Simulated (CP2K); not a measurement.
# C2H4ClF (1-chloro-2-fluoroethane) at GFN1-xTB

What is the vertical ionisation energy of C2H4ClF (1-chloro-2-fluoroethane) at GFN1-xTB? 

The results are computed with CP2K 2026.2.

5 further runs of the same task are left out: 4 that didn't finish, 1 set aside as unsound or not needed.

### 1 The structure to begin with

The species is C2H4ClF (8 atoms), meant as a singlet with charge 0. As SMILES, `FCCCl`. The shape is that of a PBE0-D4/def2-TZVP optimisation. This is one conformer, not always the lowest.

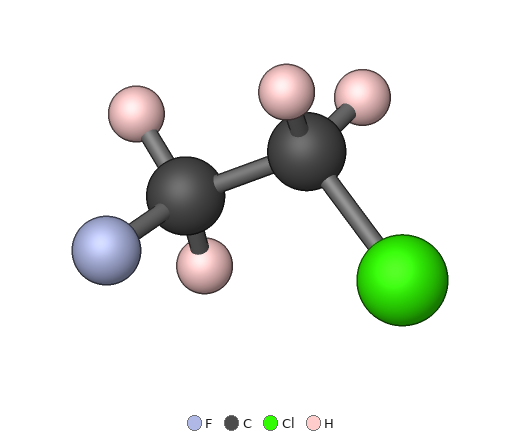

The structure, seen from a chosen angle (fluorine light blue, carbon dark grey, chlorine green, hydrogen pink).

### 2 The energy at GFN1-xTB

The input, calc.inp:

```
&GLOBAL
   PROJECT_NAME calc
   RUN_TYPE ENERGY
   PRINT_LEVEL MEDIUM
&END GLOBAL
&FORCE_EVAL
   METHOD Quickstep
   &DFT
      &QS
         METHOD XTB
         EPS_DEFAULT 1.0E-10
         &XTB
            GFN_TYPE TBLITE
            &TBLITE
               METHOD GFN1
            &END TBLITE
            CHECK_ATOMIC_CHARGES F
         &END XTB
      &END QS
      # cluster boundary conditions
      &POISSON
         PERIODIC NONE
         POISSON_SOLVER ANALYTIC
      &END POISSON
      # SCF settings
      &SCF
         SCF_GUESS ATOMIC
         EPS_SCF 1.0E-06
         MAX_SCF 150
         ADDED_MOS 8
         &DIAGONALIZATION
            ALGORITHM STANDARD
         &END DIAGONALIZATION
         &MIXING
            METHOD DIRECT_P_MIXING
            ALPHA 0.4
         &END MIXING
      &END SCF
      &PRINT
         &MOMENTS
            PERIODIC F
            REFERENCE COM
            MAX_MOMENT 1
         &END MOMENTS
         &MO ON
            ENERGIES T
            OCCUPATION_NUMBERS T
            NDIGITS 6
            &EACH
               QS_SCF 0
            &END EACH
            ADD_LAST NUMERIC
         &END MO
         &HIRSHFELD OFF
         &END HIRSHFELD
      &END PRINT
   &END DFT
   # atoms, cell and kinds
   &SUBSYS
      &CELL
         ABC 14.6 14.9 14.7
         PERIODIC NONE
      &END CELL
      &COORD
         F     -1.336980     0.498150     1.030500
         C     -0.143560     0.671020     0.368890
         C      0.300450    -0.609920    -0.275720
         Cl    -0.759330    -1.087620    -1.620890
         H     -0.273910     1.462220    -0.374180
         H      0.609620     0.981160     1.102570
         H      0.296790    -1.425630     0.446820
         H      1.306920    -0.489380    -0.677980
      &END COORD
      &TOPOLOGY
         &CENTER_COORDINATES
         &END CENTER_COORDINATES
      &END TOPOLOGY
   &END SUBSYS
&END FORCE_EVAL
```

Command:

```
$ OMP_NUM_THREADS=1 cp2k.psmp -i calc.inp > calc.out 2>&1
```

Output:

```text
CP2K| version string:                                       CP2K version 2026.2
[...]
 GLOBAL| Method name                                                        CP2K
[...]
 GLOBAL| Run type                                                         ENERGY
[...]
                             - Atoms:                                          8
[...]
                             - Spherical basis functions:                     29
[...]
 Number of electrons:                                                         26
[...]
  *** SCF run converged in    10 steps ***
[...]
  Fermi energy:                                                -0.24351581290180
[...]
 TB_DIPOLE| Moment [Debye]          2.61004984       0.54545425       0.08157617
 TB_DIPOLE| Derivative [a.u.]       0.00000000       0.00000000       0.00000000
[...]
 ENERGY| Total FORCE_EVAL ( QS ) energy [hartree]            -15.775373216229998
[...]
```

Wall time 0.28 s (1 thread of Arm Neoverse V1, shared host).

### 3 The doublet cation

The input, gas.inp:

```
&GLOBAL
 PROJECT_NAME gas
 RUN_TYPE ENERGY
 PRINT_LEVEL MEDIUM
&END GLOBAL

&FORCE_EVAL
 METHOD QS
 &DFT
  CHARGE 1
  MULTIPLICITY 2
  UKS T
  &QS
   METHOD XTB
   EPS_DEFAULT 1.0E-10
   &XTB
    GFN_TYPE TBLITE
    &TBLITE
     METHOD GFN1
    &END TBLITE
    CHECK_ATOMIC_CHARGES F
   &END XTB
  &END QS
  &POISSON
   PERIODIC NONE
   POISSON_SOLVER ANALYTIC
  &END POISSON
  &SCF
   SCF_GUESS ATOMIC
   EPS_SCF 1.0E-06
   MAX_SCF 150
   ADDED_MOS 8
   &DIAGONALIZATION
    ALGORITHM STANDARD
   &END DIAGONALIZATION
   &MIXING
    METHOD DIRECT_P_MIXING
    ALPHA 0.4
   &END MIXING
   &SMEAR ON
    METHOD FERMI_DIRAC
    ELECTRONIC_TEMPERATURE [K] 300
    FIXED_MAGNETIC_MOMENT 1.0
   &END SMEAR
  &END SCF
  &PRINT
   &MOMENTS
    PERIODIC F
    REFERENCE COM
    MAX_MOMENT 1
   &END MOMENTS
   &MO ON
    ENERGIES T
    OCCUPATION_NUMBERS T
    NDIGITS 6
    &EACH
     QS_SCF 0
    &END EACH
    ADD_LAST NUMERIC
   &END MO
   &HIRSHFELD OFF
   &END HIRSHFELD
  &END PRINT
 &END DFT
 &SUBSYS
  &CELL
   ABC 14.6 14.9 14.7
   PERIODIC NONE
  &END CELL
  &COORD
   F     -1.336980     0.498150     1.030500
   C     -0.143560     0.671020     0.368890
   C      0.300450    -0.609920    -0.275720
   Cl    -0.759330    -1.087620    -1.620890
   H     -0.273910     1.462220    -0.374180
   H      0.609620     0.981160     1.102570
   H      0.296790    -1.425630     0.446820
   H      1.306920    -0.489380    -0.677980
  &END COORD
  &TOPOLOGY
   &CENTER_COORDINATES
   &END CENTER_COORDINATES
  &END TOPOLOGY
 &END SUBSYS
&END FORCE_EVAL
```

Command:

```
$ OMP_NUM_THREADS=1 cp2k.psmp -i gas.inp > gas.out 2>&1
```

Output:

```text
CP2K| version string:                                       CP2K version 2026.2
[...]
 GLOBAL| Method name                                                        CP2K
[...]
 GLOBAL| Run type                                                         ENERGY
[...]
                             - Atoms:                                          8
[...]
                             - Spherical basis functions:                     29
[...]
 Number of electrons:                                                         13
[...]
  *** SCF run converged in    22 steps ***
[...]
  Fermi energy:                                                -0.60704571960934
[...]
 TB_DIPOLE| Moment [Debye]          3.38449921      -0.60486790      -1.71035443
 TB_DIPOLE| Derivative [a.u.]       0.00000000       0.00000000       0.00000000
[...]
 ENERGY| Total FORCE_EVAL ( QS ) energy [hartree]            -15.200363091390201
[...]
```

Run time: 0.32 s. Hardware: 1 thread of Arm Neoverse V1, shared host.

### 4 Summary of results

At GFN1-xTB:

```
                                                  quantity         value
                             singlet C2H4ClF: total energy  -15.77537 Eh
singlet C2H4ClF: dipole moment (from atomic charges alone)        2.67 D
                              singlet C2H4ClF: HOMO energy     -12.48 eV
                              singlet C2H4ClF: LUMO energy      -5.73 eV
                            singlet C2H4ClF: HOMO–LUMO gap       6.75 eV
                        singlet C2H4ClF: dispersion energy  -5.38 kJ/mol
                              doublet cation: total energy  -15.20036 Eh
        doublet cation: HOMO energy (highest over α and β)     -19.04 eV
         doublet cation: LUMO energy (lowest over α and β)     -18.97 eV
                         doublet cation: dispersion energy  -5.38 kJ/mol
        vertical ionisation energy (to the doublet cation)     15.647 eV
```

What this shows: The vertical ionisation energy comes to 15.65 eV (1510 kJ/mol). No empirical shift is applied, and without it xTB methods put this difference several eV too high. The dipole (singlet C2H4ClF) comes from point charges on the atoms alone, without atomic dipoles, so it is partial.
